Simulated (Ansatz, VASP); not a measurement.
## CoSi2 in two plane-wave programs

One calculation is typed for both programs; each brings its own data sets and cutoff. How far apart do they land?

Program: Ansatz 0.2.0. Level of theory: plane waves, with VASP 6.6.1 beside it; single point at PBEsol. Results are calculated unless marked as measured.

**1. Starting point**

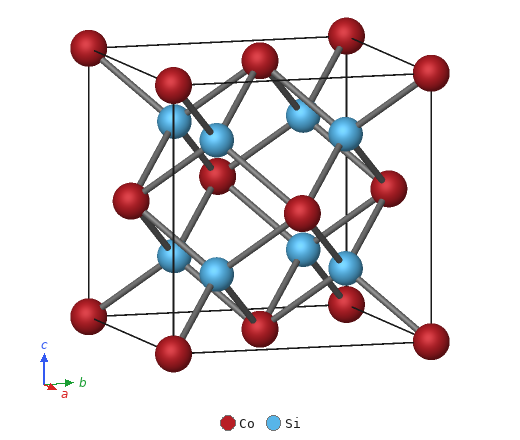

The cell as given, slightly off an axis (cobalt red, silicon blue). This picture shows the conventional cell, with its axes. Some periodic images of atoms are drawn too.

**2. VASP: single point, PBEsol**

A single point gives forces, pressure and levels at one fixed geometry, so differences don't come from the geometry; what else differs is listed under the comparison.

Lines of VASP's logs that name or quote its potential files are left out, and so is its time.

INCAR reads:

```
SYSTEM = CoSi2
PREC = Accurate
ENCUT = 450
EDIFF = 1E-08
NELM = 100
ISMEAR = -1
SIGMA = 0.2
LREAL = .FALSE.
ALGO = Normal
GGA = PS
NBANDS = 32
LASPH = .TRUE.
LORBIT = 11
LWAVE = .FALSE.
LCHARG = .FALSE.
KPAR = 2
ISIF = 2
```

POSCAR reads:

```
CoSi2
1.0
    0.0000000000      2.6563968849      2.6563968849
    2.6563968849      0.0000000000      2.6563968849
    2.6563968849      2.6563968849      0.0000000000
Co Si
1 2
Direct
    0.0000000000      0.0000000000      0.0000000000
    0.2500000000      0.2500000000      0.2500000000
    0.7500000000      0.7500000000      0.7500000000
```

KPOINTS reads:

```
Automatic mesh
0
Gamma
20 20 20
0 0 0
```

The projector-augmented-wave data sets are Co and Si (PBE family, release 64).

The run is started by

```
mpirun -np 2 vasp_std
```

Numbers of over 12 decimals in the logs are rounded to 6 here.

Output:

```text
[banner, memory and clock lines left out]
running    2 mpi-ranks, on    1 nodes
 distrk:  each k-point on    1 cores,    2 groups
 distr:  one band on    1 cores,    1 groups

 POSCAR found type information on POSCAR CoSi
 POSCAR found :  2 types and       3 ions
|                                                                             |
|               ----> ADVICE to this user running VASP <----                  |
|                                                                             |
|     You enforced a specific xc type in the INCAR file but a different       |
|     [... a line on the potential file left out ...]
|     I HOPE YOU KNOW WHAT YOU ARE DOING!                                     |
|                                                                             |

 LDA part: xc-table for (Slater+PW92), standard interpolation
 POSCAR, INCAR and KPOINTS ok, starting setup
 FFT: planning ... GRIDC
 FFT: planning ... GRID_SOFT
 FFT: planning ... GRID
 WAVECAR not read
 entering main loop
       N       E                     dE             d eps       ncg     rms          rms(c)
DAV:   1     0.669260841598E+02    0.66926E+02   -0.49790E+03 16704   0.452E+02
DAV:   2    -0.167820200012E+02   -0.83708E+02   -0.70878E+02 17352   0.130E+02
DAV:   3    -0.226273981287E+02   -0.58454E+01   -0.55621E+01 20320   0.332E+01
DAV:   4    -0.227083593971E+02   -0.80961E-01   -0.80833E-01 19200   0.377E+00
DAV:   5    -0.227099092877E+02   -0.15499E-02   -0.15497E-02 22408   0.488E-01    0.155E+01
DAV:   6    -0.266219450815E+02   -0.39120E+01   -0.13444E+01 21880   0.543E+01    0.181E+01
DAV:   7    -0.211413680312E+02    0.54806E+01   -0.58964E+00 21400   0.411E+01    0.323E+00
DAV:   8    -0.210803805463E+02    0.60987E-01   -0.22049E-01 19376   0.179E+00    0.171E+00
DAV:   9    -0.210519178320E+02    0.28463E-01   -0.44389E-02 22704   0.230E+00    0.444E-01
DAV:  10    -0.210519024950E+02    0.15337E-04   -0.32718E-03 24464   0.651E-01    0.164E-01
DAV:  11    -0.210516269926E+02    0.27550E-03   -0.59588E-04 24216   0.285E-01    0.250E-02
DAV:  12    -0.210516334609E+02   -0.64683E-05   -0.32770E-05 19680   0.220E-02    0.133E-02
DAV:  13    -0.210516331576E+02    0.30329E-06   -0.23226E-06 20184   0.175E-02    0.580E-03
DAV:  14    -0.210516331150E+02    0.42581E-07   -0.28841E-07 24184   0.590E-03    0.181E-03
DAV:  15    -0.210516332136E+02   -0.98578E-07   -0.18049E-08 21400   0.105E-03    0.278E-04
DAV:  16    -0.210516332369E+02   -0.23265E-07   -0.51901E-09 12688   0.296E-04    0.172E-04
DAV:  17    -0.210516332278E+02    0.91077E-08   -0.19160E-10 11488   0.732E-05
   1 F= -.21051633E+02 E0= -.20980024E+02  d E =-.143218E+00
```

From OUTCAR (step 2):

```text
ion  position               nearest neighbor table
   1  0.000  0.000  0.000-   2 2.30   3 2.30   3 2.30   3 2.30   3 2.30   2 2.30   2 2.30   2 2.30

  LATTYP: Found a face centered cubic cell.
 ALAT       =     5.3127937698

 Subroutine GETGRP returns: Found 48 space group operations
 (whereof 48 operations were pure point group operations)

The static configuration has the point symmetry O_h .

 Found    256 irreducible k-points:

   k-points           NKPTS =    256   k-points in BZ     NKDIM =    256   number of bands    NBANDS=     32

   dimension x,y,z NGX =    28 NGY =   28 NGZ =   28
   dimension x,y,z NGXF=    56 NGYF=   56 NGZF=   56

   ENCUT  =  450.0 eV  33.07 Ry    5.75 a.u.   6.50  6.50  6.50*2*pi/ulx,y,z

   NELECT =      17.0000    total number of electrons

 k-points in reciprocal lattice and weights: Automatic mesh
   0.00000000  0.00000000  0.00000000       0.000
   0.05000000  0.00000000  0.00000000       0.001
   0.10000000  0.00000000  0.00000000       0.001
   0.15000000  0.00000000  0.00000000       0.001
   0.20000000  0.00000000  0.00000000       0.001
   0.25000000  0.00000000  0.00000000       0.001
   0.30000000  0.00000000  0.00000000       0.001
   0.35000000  0.00000000  0.00000000       0.001
   0.40000000  0.00000000  0.00000000       0.001
[...]
-0.30000000  0.50000000  0.20000000       0.002
  -0.25000000  0.50000000  0.25000000       0.001

 average (electrostatic) potential at core
       1 -77.7955       2 -78.8337       3 -78.8337

 E-fermi :  10.3846

 k-point     1 :       0.0000    0.0000    0.0000
  band No.  band energies     occupation
    ...
      2       6.1310      2.00000
      3       6.1310      2.00000
      4       6.1310      2.00000
      5       8.3303      1.99993
      6       8.3303      1.99993
      7      11.3619      0.01498
      8      13.7596      0.00000
      9      13.7596      0.00000
     10      13.7596      0.00000
     11      13.8479      0.00000
    ...

 k-point     2 :       0.0500    0.0000    0.0000
  band No.  band energies     occupation
    ...
      2       6.0388      2.00000
      3       6.1450      2.00000
      4       6.1450      2.00000
      5       8.3180      1.99993
      6       8.3180      1.99993
      7      11.3944      0.01275
      8      12.8854      0.00001
      9      13.3398      0.00000
     10      13.3398      0.00000
     11      14.2888      0.00000
    ...

 k-point     3 :       0.1000    0.0000    0.0000
  band No.  band energies     occupation
    ...
      2       5.7744      2.00000
      3       6.1856      2.00000
      4       6.1856      2.00000
      5       8.2846      1.99994
      6       8.2846      1.99994
      7      11.3127      0.01912
      8      12.2388      0.00019
      9      12.8950      0.00001
     10      12.8950      0.00001
     11      14.7427      0.00000
    ...

  Total        0.0947914      0.0947914      0.0947914      0.0000000     -0.0000000      0.0000000
  in kB        4.0510787      4.0510787      4.0510787      0.0000000     -0.0000000      0.0000000
  external PRESSURE =       4.0510787 kB  Pullay stress =       0.0000000 kB

  energy-cutoff  :      450.00
  volume of cell :       37.49
      direct lattice vectors                 reciprocal lattice vectors
     0.000000000  2.656396885  2.656396885    -0.188224886  0.188224886  0.188224886
     2.656396885  0.000000000  2.656396885     0.188224886 -0.188224886  0.188224886
     2.656396885  2.656396885  0.000000000     0.188224886  0.188224886 -0.188224886

 POSITION                                       TOTAL-FORCE (eV/Angst)
 -----------------------------------------------------------------------------------
      0.00000      0.00000      0.00000        -0.000000     -0.000000     -0.000000
      1.32820      1.32820      1.32820        -0.000000     -0.000000     -0.000000
      3.98460      3.98460      3.98460         0.000000      0.000000      0.000000
 -----------------------------------------------------------------------------------
    total drift:                               -0.000000     -0.000000      0.000000

  FREE ENERGIE OF THE ION-ELECTRON SYSTEM (eV)
  ---------------------------------------------------
  free  energy   TOTEN  =       -21.0516332278 eV

  energy  without entropy=      -20.9084155294  energy(sigma->0) =      -20.98002438

 total charge
# of ion       s       p       d       tot
------------------------------------------
    1        0.556   0.754   7.623   8.932
    2        0.717   0.887   0.000   1.604
    3        0.717   0.887   0.000   1.604
--------------------------------------------------
tot          1.990   2.528   7.623  12.140

[... 3 further parts left out ...]
```

The run ends at a pressure of 0.41 GPa.

**3. Ansatz: single point, PBEsol**

Ansatz runs on its default PAW (the set named soft_2) files.

The same cell, functional, mesh and smearing now go to Ansatz, which takes its cutoff from its data sets.

input.yaml reads:

```yaml
crystal:
  lattice:
    - [0.0, 2.6563968849, 2.6563968849]
    - [2.6563968849, 0.0, 2.6563968849]
    - [2.6563968849, 2.6563968849, 0.0]
  atoms:
    - { symbol: Co, position: [0.0, 0.0, 0.0] }
    - { symbol: Si, position: [0.25, 0.25, 0.25] }
    - { symbol: Si, position: [0.75, 0.75, 0.75] }
hamiltonian:
  xc: pbesol
  pseudopotentials: { kind: paw }
kpoints:
  mp_grid: { grid: [20, 20, 20] }
scf:
  occupations: { method: fermi_dirac, width: 0.2 }
  n_extra_bands: 4
output:
  forces: true
  stress: true
  eigenvalues: true
```

The run is started by

```
ansatz run input.yaml --threads 2 --pin off --max-ram 4608MiB --backend cpu --events-out ev --progress --plain --runs-dir out
```

Output:

```text
scf.n_extra_bands = 4 over 13 filled bands (N_el = 25.0): the run solves 17 bands
Engine: ansatz 0.2.0, x86_64-unknown-linux-gnu
Pseudopotentials: kind: paw
Pseudopotential: Co, paw, valence charge 17, recommended cutoff 420 eV (normal), Co.paw.azcp
Pseudopotential: Si, paw, valence charge 4, recommended cutoff 420 eV (normal), Si.paw.azcp
Functional definition: PBEsol
  exchange = pbesol_x
  correlation = pbesol_c
Crystal: 3 atoms, lattice volume = 37.489 Å³
Basis set: ecut = 420 eV, 725 PW (Γ), exchange–correlation on 54×54×54 points (8 copies of the dense FFT grid, shifted against one another)
Bands: 17, of which v1, the nominal top of the filled ones, is band 13 counted from 1 (12 counted from 0)
Symmetry: 48 space group operations
Space group: Fm-3m (ITA 225), of the structure as read, at distance tolerance 3.3e-5 Å
k-points: 256 of 8000
Non-local potential: Co, projectors of the file, l = 0: 3, l = 1: 2, l = 2: 3, l = 3: 1
Non-local potential: Si, projectors of the file, l = 0: 2, l = 1: 2, l = 2: 2
PAW form: soft (Blöchl's): semilocal exchange-correlation on the pseudo side does not see the compensation charge
PAW frozen core: Co, regenerated for the run's functional, and the local potential with it (the file was generated under x = pbe(κ = 0.804, μ = 0.219515), c = pbe(β = 0.066725))
PAW frozen core: Si, regenerated for the run's functional, and the local potential with it (the file was generated under x = pbe(κ = 0.804, μ = 0.219515), c = pbe(β = 0.066725))
PAW one-centre angular grid: Co, 590 points (default); XC on 64 Gauss nodes
PAW one-centre angular grid: Si, 110 points (default); XC on 64 Gauss nodes
Initial density: superposition of atomic densities (neutral atoms: chi_scale 0, normalization atom), corrected by the library's trained network
Initial wavefunctions: pseudopotential atomic-orbital guess
Functional: x = pbesol(κ = 0.804, μ = 0.123457), c = pbesol(β = 0.046)
SCF iter   1: F=—  HF=-6337.800433 eV  |F-HF|=—  |Δ(HF+E_count)|=         —  Δρ=2.00e-2  dr2=1.07e-1  ethr=1.77e-3  ⟨swp⟩=5.0  Hψ=21842  notcnv=0
preconditioner: auto → Kerker (q_TF=auto, 2.550 Å⁻¹)  [metal: Δε(μ)=0.026 eV  Ē_g=8.343 eV  σ=0.200 eV  W_gap=0.03  n_scr=14 (ndim 8)  ℏωp=25.0 eV  f_vac=0.002  D(μ)=1.07/eV (n_scr^D=8)]
SCF iter   2: F=—  HF=-6337.791258 eV  |F-HF|=—  |Δ(HF+E_count)|=   9.17e-3  Δρ=6.62e-3  dr2=1.57e-2  ethr=4.28e-4  ⟨swp⟩=1.0  Hψ=6401  notcnv=0
SCF iter   3: F=—  HF=-6337.789961 eV  |F-HF|=—  |Δ(HF+E_count)|=   1.30e-3  Δρ=1.26e-3  dr2=1.14e-3  ethr=6.30e-5  ⟨swp⟩=1.0  Hψ=4353  notcnv=0
SCF iter   4: F=—  HF=-6337.789977 eV  |F-HF|=—  |Δ(HF+E_count)|=   1.50e-5  Δρ=5.18e-4  dr2=1.22e-4  ethr=4.57e-6  ⟨swp⟩=2.9  Hψ=6854  notcnv=0
SCF iter   5: F=—  HF=-6337.789984 eV  |F-HF|=—  |Δ(HF+E_count)|=   7.12e-6  Δρ=1.22e-4  dr2=6.55e-6  ethr=4.90e-7  ⟨swp⟩=2.4  Hψ=6863  notcnv=0
SCF iter   6: F=—  HF=-6337.789979 eV  |F-HF|=—  |Δ(HF+E_count)|=   4.77e-6  Δρ=5.68e-5  dr2=6.09e-7  ethr=2.62e-8  ⟨swp⟩=2.4  Hψ=7431  notcnv=0
SCF iter   7: F=—  HF=-6337.789979 eV  |F-HF|=—  |Δ(HF+E_count)|=   3.86e-8  Δρ=2.02e-5  dr2=1.18e-7  ethr=4.00e-10  ⟨swp⟩=5.9  Hψ=19608  notcnv=0
SCF iter   8: F=-6337.789979 eV  HF=-6337.789979 eV  |F-HF|=3.13e-9  |Δ(HF+E_count)|=   1.02e-8  Δρ=3.90e-6  dr2=4.44e-9  ethr=4.00e-10  ⟨swp⟩=4.0  Hψ=13725  notcnv=0
SCF 1 converged in 8 iterations: F = -6337.789979 eV  dr2 = 4.44e-9
  greatest PAW one-centre occupation: 1.000 electrons in one spin orbital (limit 2), on the Co atom at site 0 (counted from 0), in its partial waves of l = 1
SCF converged after 8 iterations
Free energy (F): -6337.789979 eV
Harris-Foulkes:  -6337.789979 eV  (|F-HF|=3.13e-9)
Internal energy: -6337.646602 eV  (E = F + TS)
E sigma→0 (E₀):  -6337.718291 eV
Entropy (-TS):   -0.143376 eV (-47.792 meV/atom)
Fermi energy:    13.232928 eV
--- Per-component energies (eV) ---
  E_band       = -277.145094
  E_kinetic    = 549.712257
  E_local      = -4069.554050  (includes V_loc(G=0)·N_el)
  E_nonlocal   = 503.781668
  E_hartree    = 1770.185636
  E_xc         = -272.854774
  E_vxc        = -305.918545  (∫ρ·V_xc dr)
  E_paw        = -2481.827454  (= ΣΔE_a)
  E_vpaw       = -495.532393  (= ΣTr[D̂ρ^β])
  E_aug_tail   = 0.000075  (compensation charges beyond the density's cutoff)
  E_ewald      = -2337.341500
  E_core_change = 0.251541  (= ΣΔE_core)
  E_smearing   = -0.143376  (= −TS)
  E_closure    = 0.000000  (closes the sum)
  Σ components = -6337.789979   (vs F -6337.789979, Δ=0.00e0)
--- Forces (eV/Å), atoms counted from 1 ---
  atom   1  Co    -0.00000000     0.00000000    -0.00000000
  atom   2  Si     0.00000000     0.00000000    -0.00000000
  atom   3  Si    -0.00000000    -0.00000000    -0.00000000
  max |Σ_I F_I| component: 9.25e-18 eV/Å
--- Stress (GPa, compression-positive) ---
        0.324056       0.000000      -0.000000
        0.000000       0.324056      -0.000000
        0.000000       0.000000       0.324056
  P = ⅓ Tr σ = 0.3241 GPa (3.241 kbar)
--- Band table (eV; the first three rows and the last of 256) ---
  k-point 0: bands = [... 9 lower, 11.1789, 14.1957, 16.5888, 16.5888, 16.5888, 16.7164, 16.7164, 16.7164]
  k-point 1: bands = [... 9 lower, 11.1664, 14.2305, 15.7309, 16.1867, 16.1867, 17.1390, 17.1390, 17.6038]
  k-point 2: bands = [... 9 lower, 11.1327, 14.1590, 15.0756, 15.7426, 15.7426, 17.5908, 17.5908, 18.4958]
  k-point 255: bands = [... 9 lower, 10.7907, 11.1309, 11.6553, 12.4706, 16.9335, 16.9335, 18.9648, 19.8521]
```

It took 3.6 s on 2 threads of Intel Xeon 6975P-C (Granite Rapids), shared host; peak memory 0.45 GiB; 6.5 s of CPU time.

In the SCF lines HF is the Harris–Foulkes energy and dr2 the Hartree energy of the density residual, in eV; the loop may stop once dr2 is under the threshold and the program's other checks hold. Hψ counts applications of the Hamiltonian.

The run ends at a pressure of 0.32 GPa.

**4. Differences**

Known differences besides the PAW data sets themselves: the data sets hold 25 valence electrons in Ansatz (default PAW (the set named soft_2) files) and 17 in VASP; the cutoff is 420 eV in Ansatz and 450 eV in VASP; Ansatz makes its cores anew for this functional, VASP keeps those of its PBE data sets. Total energies have different zeros and are not compared.

The two programs side by side:

| quantity | Ansatz | VASP | difference |
| --- | --- | --- | --- |
| pressure (GPa) | 0.32 | 0.41 | -0.08 |

Ansatz's pressure holds a Pulay correction of 0.08 GPa; VASP's holds none.

**5. Further runs**

An all-electron run, which needs no data sets, serves as referee.

| run | difference in pressure (GPa) |
| --- | --- |
| as above | -0.081 |
| Ansatz's all-electron LAPW method | -0.062 |

**6. Outcome**

| Property | Result |
| --- | --- |
| difference in pressure (single point, PBEsol) | -0.081 GPa |

The difference in pressure is -0.081 GPa (single point, PBEsol), within the 1 GPa picked in this series as the mark of a large difference. For single point, PBEsol: no further run halves the difference in pressure; only Ansatz's side was varied. The all-electron run, which needs no data set, lies 0.062 GPa from VASP and 0.019 GPa from Ansatz's PAW result, so it sides with Ansatz. How closely two codes agree says nothing of how well the functional describes the real material.

[Lines on the potential files, build, host, timing and source positions are cut from VASP's logs without a mark.]

[Logs are printed without paths, hosts, clocks, repeated set-up lines and the standing remarks that a program may print on its own settings, such as how far it seeks lower states.]

[Hosts, paths, dates, database ids (printed as entryN), source tags and the programs' standing remarks are cut or masked in the printed files.]
